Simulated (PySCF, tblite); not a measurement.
# C2H15PSi4: geometry, infrared bands and NMR shifts

Aim: predict the infrared bands and NMR shifts of C2H15PSi4 (`C[Si@@H](P)[Si@H]([SiH3])C[SiH3]`).

Computed with tblite 0.8.0 and PySCF 2.14.0, with density-fitted response routines of our own, on a single molecule in the gas phase. Atoms are numbered from 0 throughout.

## 1. Starting geometry

22 atoms, charge 0, multiplicity 1; geometry from: force field or distance geometry start.

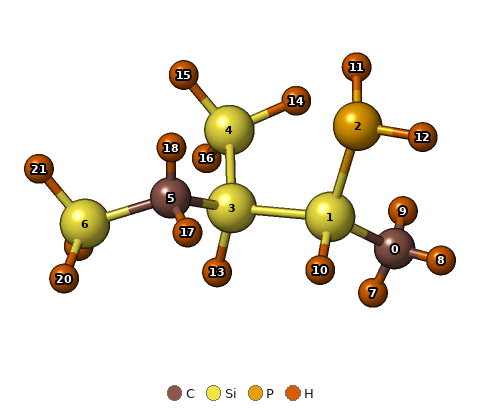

As it starts; carbon brown, silicon yellow, phosphorus amber, hydrogen orange, atoms numbered.

## 2. Geometry optimisation with GFN2-xTB

Job settings and geometry (Å):

```
{"job": {"kind": "relax", "xc": "GFN2-xTB", "basis": "xTB"}, "charge": 0, "multiplicity": 1}
C     -2.634500    -1.347200     0.922900
Si    -1.509400    -0.767600    -0.434200
P     -2.377900     0.747100    -1.728300
Si     0.481000    -0.145500     0.396400
Si     0.389800     1.669800     1.649800
C      1.586100    -0.033000    -1.082600
Si     3.389300    -0.239400    -0.695100
H     -2.048700    -2.064000     1.545800
H     -3.554200    -1.799300     0.515500
H     -2.862700    -0.488500     1.589600
H     -1.217800    -1.966500    -1.252600
H     -2.481100     2.055100    -1.134500
H     -3.674500     0.250400    -2.193100
H      0.994600    -1.246300     1.262700
H     -1.011600     2.108800     1.861900
H      1.122800     2.816100     1.087900
H      0.995200     1.412400     2.972600
H      1.304500    -0.906500    -1.727800
H      1.399900     0.868700    -1.688400
H      3.656900    -0.402700     0.745900
H      3.910700    -1.416900    -1.405500
H      4.131100     0.914400    -1.209800
```

The run is started by

```
OMP_NUM_THREADS=1 python probes_run.py task.json out
```

This one command runs all jobs of the session in turn.

What it wrote:

```text
step      E/eV     max force
  0    -578.95579    2.187
  1    -579.23183    1.729
  2    -579.50404    1.369
  3    -579.68655    1.153
  4    -579.85942    0.889
  5    -579.91067    0.567
  6    -579.94622    0.324
  7    -579.95803    0.284
  8    -579.98259    0.469
  9    -580.00162    0.504
 10    -580.02057    0.318
 11    -580.03326    0.241
 12    -580.04415    0.210
 13    -580.05369    0.265
 14    -580.06072    0.200
 15    -580.06534    0.201
 16    -580.06911    0.178
 17    -580.07265    0.147
 18    -580.07633    0.166
 19    -580.07995    0.164
 20    -580.08322    0.163
 21    -580.08641    0.162
 22    -580.08976    0.151
 23    -580.09275    0.190
 24    -580.09497    0.146
 25    -580.09654    0.082
 26    -580.09802    0.096
 27    -580.10011    0.147
 28    -580.10292    0.169
 29    -580.10602    0.157
 30    -580.10903    0.150
 31    -580.11192    0.180
 32    -580.11443    0.194
 33    -580.11636    0.153
 34    -580.11759    0.091
 35    -580.11842    0.079
 36    -580.11937    0.097
 37    -580.12039    0.096
 38    -580.12122    0.061
 39    -580.12184    0.056
 40    -580.12242    0.075
 41    -580.12308    0.087
 42    -580.12377    0.073
 43    -580.12428    0.037
 44    -580.12464    0.042
 45    -580.12505    0.060
 46    -580.12560    0.062
 47    -580.12615    0.049
 48    -580.12648    0.031
 49    -580.12666    0.029
 50    -580.12682    0.029
 51    -580.12701    0.036
 52    -580.12721    0.033
 53    -580.12739    0.040
 54    -580.12753    0.037
 55    -580.12769    0.029
 56    -580.12787    0.036
 57    -580.12807    0.028
 58    -580.12825    0.038
 59    -580.12841    0.033
 60    -580.12855    0.036
 61    -580.12868    0.035
 62    -580.12883    0.031
 63    -580.12901    0.035
 64    -580.12923    0.033
 65    -580.12952    0.038
 66    -580.12983    0.039
 67    -580.13014    0.041
 68    -580.13051    0.045
 69    -580.13110    0.061
 70    -580.13208    0.076
 71    -580.13344    0.106
 72    -580.13474    0.100
 73    -580.13565    0.048
 74    -580.13608    0.045
 75    -580.13643    0.044
 76    -580.13687    0.060
 77    -580.13734    0.057
 78    -580.13772    0.051
 79    -580.13801    0.040
 80    -580.13828    0.045
 81    -580.13862    0.052
 82    -580.13897    0.071
 83    -580.13933    0.068
 84    -580.13966    0.042
 85    -580.13999    0.041
 86    -580.14036    0.051
 87    -580.14083    0.085
 88    -580.14131    0.089
 89    -580.14180    0.061
 90    -580.14219    0.043
 91    -580.14267    0.049
 92    -580.14310    0.058
 93    -580.14393    0.067
 94    -580.14479    0.061
 95    -580.14565    0.056
 96    -580.14644    0.062
 97    -580.14744    0.075
 98    -580.14887    0.098
 99    -580.15069    0.089
100    -580.15112    0.114
101    -580.15147    0.118
102    -580.15313    0.050
103    -580.15340    0.045
104    -580.15399    0.040
105    -580.15443    0.047
106    -580.15503    0.041
107    -580.15547    0.041
108    -580.15579    0.038
109    -580.15608    0.047
110    -580.15639    0.048
111    -580.15669    0.034
112    -580.15696    0.048
113    -580.15725    0.044
114    -580.15765    0.066
115    -580.15822    0.060
116    -580.15883    0.046
117    -580.15931    0.091
118    -580.15973    0.065
119    -580.16034    0.066
120    -580.16250    0.091
121    -580.16336    0.090
122    -580.16491    0.076
123    -580.16577    0.101
124    -580.16674    0.097
125    -580.16789    0.080
126    -580.16930    0.099
127    -580.17026    0.070
128    -580.17184    0.081
129    -580.17344    0.096
130    -580.17412    0.135
131    -580.17557    0.085
132    -580.17627    0.075
133    -580.17684    0.055
134    -580.17744    0.053
135    -580.17816    0.051
136    -580.17881    0.056
137    -580.17943    0.051
138    -580.17998    0.044
139    -580.18063    0.039
140    -580.18137    0.051
141    -580.18207    0.061
142    -580.18262    0.057
143    -580.18311    0.051
144    -580.18363    0.050
145    -580.18416    0.051
146    -580.18459    0.041
147    -580.18499    0.046
148    -580.18540    0.040
149    -580.18572    0.032
150    -580.18601    0.032
151    -580.18619    0.029
152    -580.18634    0.023
153    -580.18649    0.028
154    -580.18663    0.027
155    -580.18674    0.018
156    -580.18681    0.018
157    -580.18688    0.016
158    -580.18695    0.022
159    -580.18703    0.023
160    -580.18712    0.024
161    -580.18722    0.027
162    -580.18732    0.022
163    -580.18739    0.023
164    -580.18745    0.017
165    -580.18752    0.019
166    -580.18759    0.019
167    -580.18769    0.028
168    -580.18782    0.031
169    -580.18798    0.026
170    -580.18817    0.030
171    -580.18838    0.034
172    -580.18858    0.032
173    -580.18875    0.032
174    -580.18891    0.027
175    -580.18904    0.031
176    -580.18914    0.036
177    -580.18925    0.032
178    -580.18937    0.018
179    -580.18943    0.016
180    -580.18949    0.016
181    -580.18953    0.014
182    -580.18956    0.008
```

It took 8.9 s on 1 thread of AMD EPYC, shared host; peak memory 0.18 GiB.

Along the way: (not every step is listed)

```
step  energy from step 0 (eV)  largest force (eV/Å)
   0                   0.0000                2.1870
   1                  -0.2760                1.7291
   2                  -0.5483                1.3694
   3                  -0.7308                1.1528
   4                  -0.9036                0.8894
   5                  -0.9549                0.5673
   6                  -0.9904                0.3240
   7                  -1.0022                0.2843
   8                  -1.0268                0.4687
  24                  -1.1392                0.1457
  40                  -1.1666                0.0750
  56                  -1.1721                0.0356
  72                  -1.1789                0.0999
  88                  -1.1855                0.0894
 104                  -1.1982                0.0396
 120                  -1.2067                0.0914
 136                  -1.2230                0.0557
 152                  -1.2305                0.0230
 168                  -1.2320                0.0309
 177                  -1.2335                0.0317
 178                  -1.2336                0.0181
 179                  -1.2336                0.0161
 180                  -1.2337                0.0164
 181                  -1.2337                0.0141
 182                  -1.2338                0.0081
```

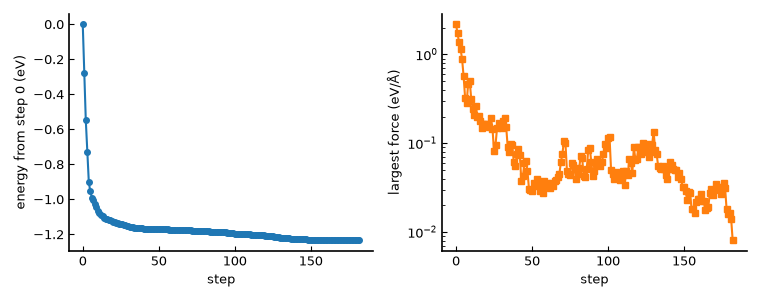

Energy and force, step by step.

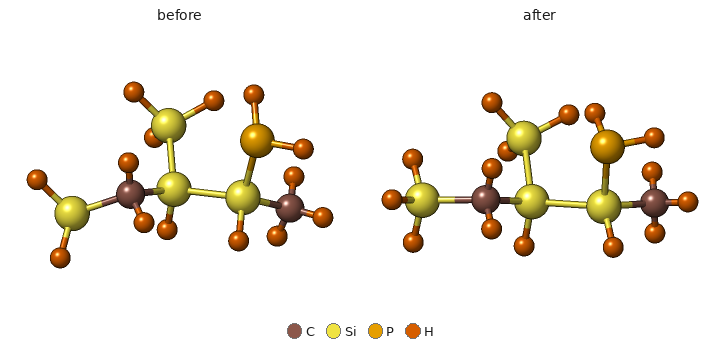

The geometry before (left) and after (right).

Close pairs (by a distance rule), those that changed most:

```
   bond  before (Å)  after (Å)  change (Å)
Si3–Si4       2.208      2.330      +0.122
Si1–Si3       2.245      2.346      +0.101
 Si1–P2       2.173      2.261      +0.088
 P2–H12       1.464      1.379      -0.085
 Si3–C5       1.850      1.914      +0.064
 C0–Si1       1.856      1.913      +0.057
 P2–H11       1.440      1.384      -0.056
 C5–Si6       1.856      1.899      +0.043
```

The final coordinates are the input of the step that follows.

## 3. Infrared spectrum with GFN2-xTB

Job settings and geometry (Å):

```
{"job": {"kind": "ir", "xc": "GFN2-xTB", "basis": "xTB"}, "charge": 0, "multiplicity": 1}
C     -2.903803    -1.213027     0.853234
Si    -1.591975    -1.011123    -0.524089
P     -2.183628     0.647933    -1.941457
Si     0.509516    -0.466996     0.364475
Si     0.513814     1.352410     1.819434
C      1.646022    -0.137650    -1.140018
Si     3.478726     0.209022    -0.784053
H     -2.673221    -2.060985     1.490408
H     -3.895687    -1.371930     0.438312
H     -2.950378    -0.329972     1.485744
H     -1.704972    -2.213151    -1.377153
H     -1.928281     1.663717    -1.036966
H     -3.524472     0.634073    -1.617514
H      1.051839    -1.670817     1.033747
H     -0.857338     1.757602     2.158486
H      1.154500     2.545742     1.259972
H      1.175850     1.084416     3.097839
H      1.582253    -0.995344    -1.811478
H      1.230727     0.703333    -1.700222
H      3.598866     1.417075     0.035528
H      4.055832    -0.926364    -0.062512
H      4.205399     0.401420    -2.042567
```

What it wrote:

```text
mode    cm-1     km/mol
  1     -33.5      0.03
  2      15.9      0.61
  3      40.0      1.38
  4      51.6      4.12
  5      65.2      8.62
  6      69.4      1.48
  7      95.8      0.67
  8     110.4      0.60
  9     120.0      0.15
 10     132.4      2.98
 11     160.2      3.62
 12     173.2      2.19
 13     195.5      6.87
 14     352.4     16.18
 15     416.3     15.46
 16     434.0      6.72
 17     441.8     20.87
 18     483.8     18.29
 19     494.3     10.29
 20     510.2     36.33
 21     547.2    368.68
 22     581.5    118.51
 23     597.2    106.46
 24     605.2     38.01
 25     658.3      1.78
 26     672.3    104.13
 27     713.3    223.82
 28     719.5     23.36
 29     738.8     63.30
 30     774.4    282.23
 31     786.0    179.79
 32     791.8    220.89
 33     797.7    642.97
 34     807.8     35.23
 35     812.1    107.32
 36     818.8    159.83
 37     822.1    113.96
 38     825.6    139.09
 39    1024.7      5.57
 40    1138.1     93.52
 41    1159.0     10.42
 42    1364.0      8.11
 43    1456.0      0.25
 44    1484.3      0.57
 45    1486.6      0.80
 46    2085.9    263.61
 47    2108.6    231.15
 48    2198.9    340.21
 49    2231.1    238.68
 50    2240.6    133.40
 51    2244.1    372.03
 52    2252.3    351.19
 53    2260.9    304.51
 54    2294.6    157.86
 55    2395.1    149.72
 56    2948.0     36.92
 57    2967.1     16.44
 58    3024.9     29.55
 59    3027.9     14.75
 60    3044.1     15.68
```

Run time: 5.9 s. Hardware: 1 thread of AMD EPYC, shared host; peak memory 0.18 GiB.

The strongest bands and the atoms that carry them (share of the mass-weighted mode):

```
cm⁻¹  km/mol                                  atoms
 547   368.7                     H10 68 %, H13 12 %
 774   282.2           H15 23 %, H16 19 %, H14 16 %
 798   643.0  H19 20 %, H21 15 %, H8 13 %, H20 13 %
2086   263.6                               H13 96 %
2199   340.2                               H14 95 %
2244   372.0                     H16 61 %, H21 33 %
2252   351.2                               H19 84 %
2261   304.5                               H20 92 %
```

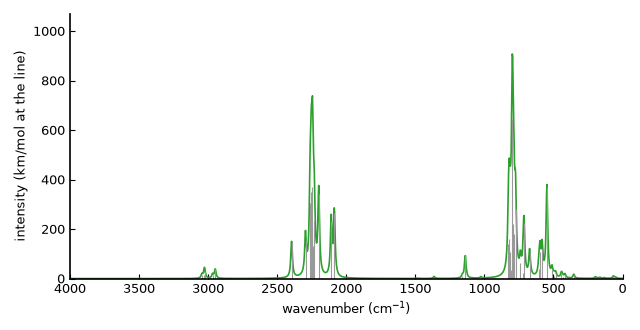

The infrared spectrum from these modes, unscaled. Lines are broadened to a width of 14 cm⁻¹ (Lorentzian).

## 4. NMR shieldings: PBE0/pcSseg-1

The job, as its differences from that of step 3:

```diff
@@ -1,2 +1,2 @@
-{"job": {"kind": "ir", "xc": "GFN2-xTB", "basis": "xTB"}, "charge": 0, "multiplicity": 1}
+{"job": {"kind": "nmr", "xc": "PBE0", "basis": "pcSseg-1"}, "charge": 0, "multiplicity": 1}
 C     -2.903803    -1.213027     0.853234
```

Method: GIAO PBE0/pcSseg-1 NMR shielding, non-relativistic, gas phase.

What it wrote:

```text
coarse grid: 19592 points
cycle   1  E = -1583.6896325049  dE = -4.105e-02  |g| = 4.460e-01  |ddm| = 4.098e+00
cycle   2  E = -1583.6697826647  dE =  1.985e-02  |g| = 5.132e-01  |ddm| = 8.364e-01
cycle   3  E = -1583.7404858885  dE = -7.070e-02  |g| = 4.397e-02  |ddm| = 4.952e-01
cycle   4  E = -1583.7409345046  dE = -4.486e-04  |g| = 2.113e-02  |ddm| = 7.457e-02
cycle   5  E = -1583.7410517019  dE = -1.172e-04  |g| = 4.842e-03  |ddm| = 2.709e-02
cycle   6  E = -1583.7410574693  dE = -5.767e-06  |g| = 1.526e-03  |ddm| = 7.041e-03
final grid: 162632 points
cycle   7  E = -1583.7786001693  dE = -2.598e-05  |g| = 7.266e-03  |ddm| = 3.022e-02
cycle   8  E = -1583.7785927572  dE =  7.412e-06  |g| = 8.830e-03  |ddm| = 1.640e-02
cycle   9  E = -1583.7786136654  dE = -2.091e-05  |g| = 3.888e-04  |ddm| = 9.368e-03
cycle  10  E = -1583.7786136908  dE = -2.544e-08  |g| = 1.216e-04  |ddm| = 5.113e-04
cycle  11  E = -1583.7786136944  dE = -3.607e-09  |g| = 4.233e-05  |ddm| = 2.022e-04
cycle  12  E = -1583.7786136949  dE = -4.811e-10  |g| = 1.158e-05  |ddm| = 6.210e-05
converged SCF energy = -1583.7786136949

GIAO shielding tensors (ppm)
atom      isotropic    diamagn.    paramagn.     s11        s22        s33       span
  0 C      186.366     254.081     -67.715    177.888    186.414    194.796     16.908
  1 Si     396.142     882.293    -486.150    350.466    393.498    444.463     93.998
  2 P      603.462     969.209    -365.746    535.738    614.397    660.251    124.513
  3 Si     428.748     883.545    -454.797    400.570    411.473    474.202     73.632
  4 Si     468.929     882.049    -413.120    449.704    473.621    483.462     33.758
  5 C      200.286     259.142     -58.856    192.126    196.205    212.527     20.402
  6 Si     421.758     879.080    -457.322    390.843    404.749    469.681     78.839
  7 H       31.419      31.057       0.362     26.165     28.712     39.380     13.214
  8 H       31.339      29.471       1.868     26.303     28.678     39.036     12.733
  9 H       31.425      32.839      -1.414     26.844     30.450     36.982     10.138
 10 H       27.168      31.145      -3.976     23.839     25.136     32.529      8.690
 11 H       30.814      33.144      -2.330     25.243     29.849     37.350     12.107
 12 H       30.696      31.579      -0.884     25.307     27.787     38.993     13.686
 13 H       27.559      32.147      -4.588     24.040     25.859     32.778      8.739
 14 H       28.283      30.810      -2.526     23.963     27.659     33.228      9.265
 15 H       28.232      30.781      -2.550     24.728     26.647     33.321      8.592
 16 H       28.166      30.061      -1.894     24.727     25.293     34.478      9.751
 17 H       31.788      32.910      -1.123     25.142     30.686     39.534     14.392
 18 H       32.082      34.366      -2.284     25.702     31.816     38.726     13.024
 19 H       27.821      28.772      -0.951     23.529     27.697     32.235      8.706
 20 H       27.897      28.541      -0.644     24.220     26.204     33.267      9.047
 21 H       27.562      27.762      -0.201     23.524     25.083     34.078     10.555
```

It took 2.8 min on 1 thread of AMD EPYC, shared host; peak memory 1.1 GiB.

The references, computed at this level on geometries of the same kind, shield at (ppm): 1H TMS 31.72, 13C TMS 186.9, 29Si TMS 349.2, 31P H3PO4 318.4. Their shielding less the atom's gives the shift. The references are single molecules in the gas phase, so shifts against H2O, NH3, PH3, H3PO4 or CFCl3 are not on the usual liquid scales and can be off by tens of ppm. Atoms listed in one row are averaged.

```
        atoms                               environment  σ (ppm)  δ (ppm)  δ scaled to CDCl3
           C0                methyl carbon bonded to Si    186.4      0.6               -1.4
           C5                    sp3 CH2 bonded to 2 Si    200.3    -13.4              -15.0
          H10  hydrogen on a silicon bonded to C, P, Si    27.17     4.55                  –
          H13   hydrogen on a silicon bonded to C, 2 Si    27.56     4.16                  –
H19, H20, H21         hydrogen on a silicon bonded to C    27.76     3.96                  –
H14, H15, H16        hydrogen on a silicon bonded to Si    28.23     3.49                  –
     H11, H12     hydrogen on a phosphorus bonded to Si    30.75     0.96                  –
   H7, H8, H9  hydrogen on a methyl carbon bonded to Si    31.39     0.32               0.41
          H17     hydrogen on an sp3 CH2 bonded to 2 Si    31.79    -0.07               0.04
          H18     hydrogen on an sp3 CH2 bonded to 2 Si    32.08    -0.36              -0.24
          Si1             silicon bonded to C, P, Si, H    396.1    -47.0                  –
          Si6                  silicon bonded to C, 3 H    421.8    -72.6                  –
          Si3              silicon bonded to C, 2 Si, H    428.7    -79.6                  –
          Si4                 silicon bonded to Si, 3 H    468.9   -119.8                  –
           P2              phosphorus bonded to Si, 2 H    603.5   -285.1                  –
```

The scaled column applies a straight-line fit of computed shieldings to shifts measured in CDCl3 (root-mean-square error 0.16 ppm for H, 1.9 ppm for C).

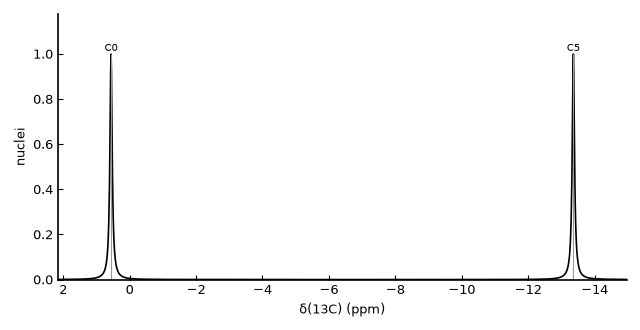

13C lines at the computed shifts, without couplings. Lines are broadened to a width of 0.08 ppm (Lorentzian).

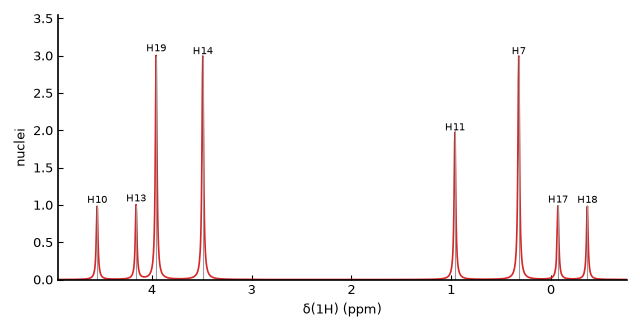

1H lines at the computed shifts, without couplings. Lines are broadened to a width of 0.02 ppm (Lorentzian).

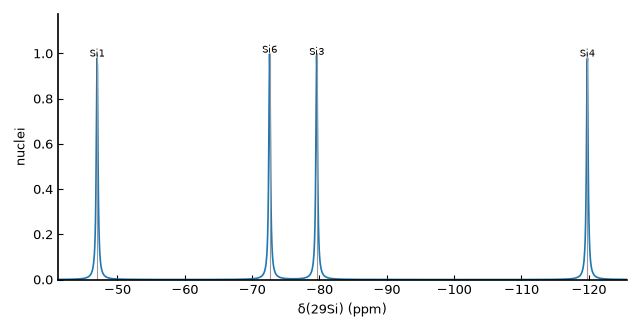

29Si lines at the computed shifts, without couplings. Lines are broadened to a width of 0.29 ppm (Lorentzian).

The run also stored atomic charges by several schemes (e):

```
atoms  Mulliken    IAO  Hirshfeld  ESP fit
   C0     -0.59  -0.70      -0.21    -0.74
  Si1      0.28   0.45       0.22     0.46
   P2     -0.20  -0.11      -0.04    -0.45
  Si3      0.12   0.31       0.18     0.15
  Si4      0.21   0.28       0.21     0.28
   C5     -0.84  -0.79      -0.24    -0.41
  Si6      0.51   0.61       0.31     0.45
```

ESP fit charges:

C0 -0.74; Si1 0.46; P2 -0.45; Si3 0.15; Si4 0.28; C5 -0.41; Si6 0.45; H7 0.19; H8 0.19; H9 0.16; H10 -0.08; H11 0.11; H12 0.16; H13 -0.09; H14 -0.10; H15 -0.08; H16 -0.09; H17 0.11; H18 0.13; H19 -0.12; H20 -0.11; H21 -0.12

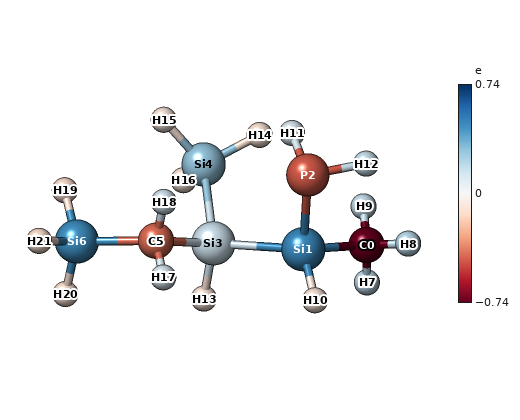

ESP fit charges, as colours on the atoms.

Mayer bond orders: C0–Si1 0.94, Si1–P2 0.98, Si1–Si3 0.90, Si3–Si4 0.87, Si3–C5 0.90, C5–Si6 0.92.

Orbitals, density, ELF and potential are computed afterwards from the orbital file.

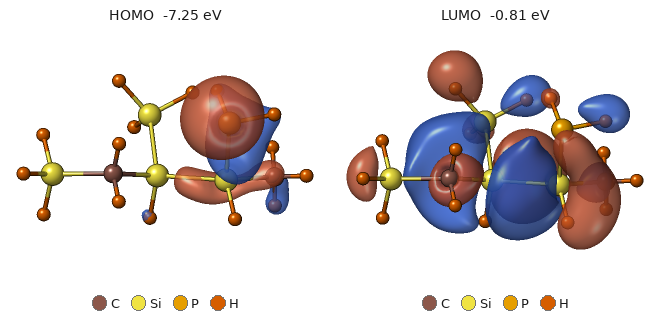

PBE0/pcSseg-1 orbitals near the gap, drawn at the value that encloses 70 % of each; the two colours are the two signs.

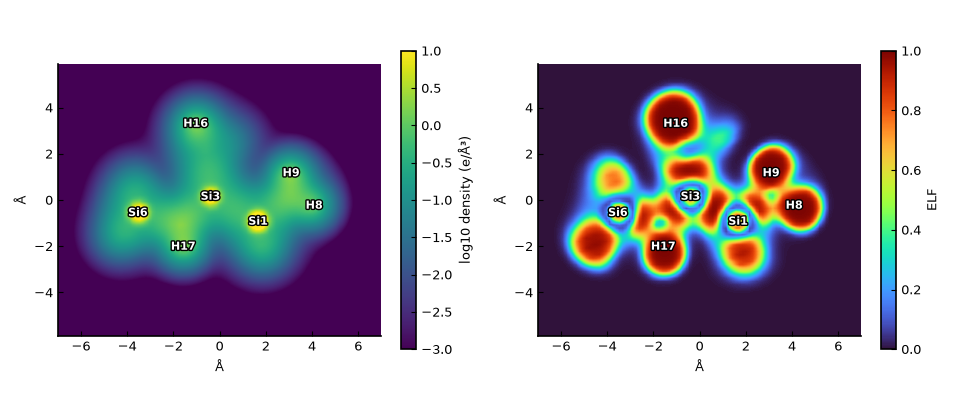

Density (left) and ELF (right) in a plane through or near 7 of the atoms.

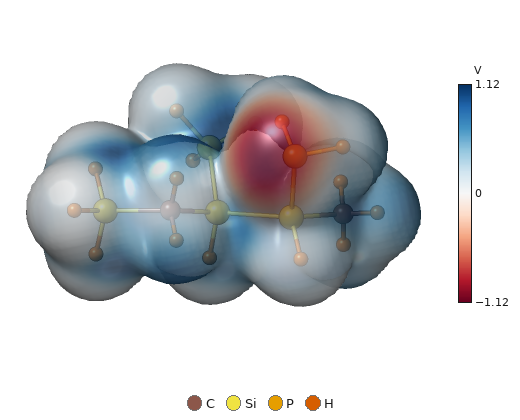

The potential that a unit positive charge feels on the 0.002 e/bohr³ surface, from the 1st to the 99th percentile, from -0.89 V near P2 to 1.12 V near H11.

## 5. Summary of results

| quantity | value |
| --- | --- |
| strongest single infrared mode (GFN2-xTB) | 798 cm⁻¹, 643 km/mol |
| zero-point energy (GFN2-xTB) | 91.3 kcal/mol |
| 13C shifts against TMS (PBE0/pcSseg-1) | 0.6, -13.4 ppm |
| 1H shifts against TMS (PBE0/pcSseg-1, means over atoms taken as alike) | 4.55, 4.16, 3.96, 3.49, 0.96, 0.32, -0.07, -0.36 ppm |
| 29Si shifts against TMS (PBE0/pcSseg-1) | -47.0, -72.6, -79.6, -119.8 ppm |
| 31P shifts against H3PO4 (PBE0/pcSseg-1) | -285.1 ppm |
| surface potential, 1st and 99th percentile | -0.89 V and 1.12 V |

What this shows: Relaxing lowered the energy by 1.234 eV in 182 steps; the close pair that moved most is Si3–Si4, from 2.208 to 2.330 Å. The lowest mode is imaginary (34i cm⁻¹), so the xTB geometry is not a minimum. The strongest single mode, at 798 cm⁻¹, has its largest shares on H19, H21, H8 and H20 (the list is cut at 4 atoms). Unscaled tight-binding wavenumbers are off by several per cent, some by more. Its intensities can rank the bands wrongly. At PBE0/pcSseg-1: Shielding is most anisotropic at P2 (span 125 ppm, paramagnetic term -366 ppm). At PBE0/pcSseg-1, counted by nearest atom on the grid, the HOMO lies on P2 58 %; Si1 12 %, the LUMO on Si3 19 %; Si1, Si4 about 11 % each.
